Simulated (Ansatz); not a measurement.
System: H₅O₂Si (charge −1).

```xyz
8

O    -0.9384    0.2288   -1.3036
H    -0.6108    1.0327   -1.7164
Si   -0.1086    0.1049    0.1984
O     1.4023   -0.6769    0.4558
H    -0.7755    0.7491    1.4173
H     0.6956    1.4230   -0.1412
H    -0.8553   -1.2688    0.4330
H     1.1905   -1.5927    0.6567
```

Geometry: PBE0-D4/def2-TZVPD.

Level of theory: RKS PBE0-D4/def2-TZVPPD in Ansatz.

> What will maps of the electron density and electron localisation function show?

Si–O (1.72 Å): ρ is about 1 e/Å³ halfway; the ELF peaks at about 0.90 between the atoms, as expected for a shared but strongly polarised pair.
Si–H (1.53 Å): ρ is about 0.73 e/Å³ halfway; the ELF climbs to about 1 towards the hydrogen, as it does in any bond to H.

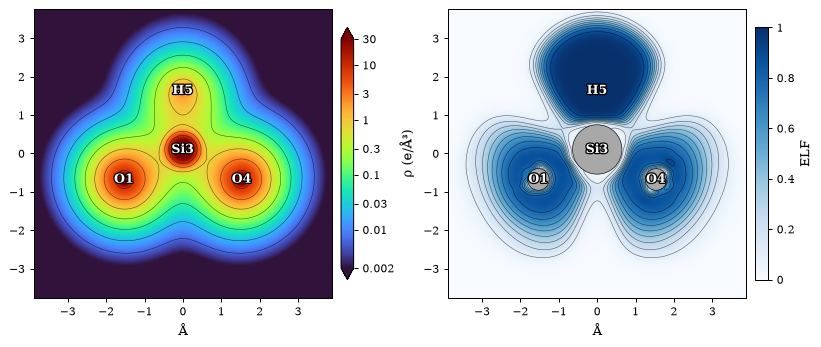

Computed electron density and electron localisation function on the plane of atoms O4, Si3 and H5, in this order. Grey discs cover the atomic cores in the ELF map. 
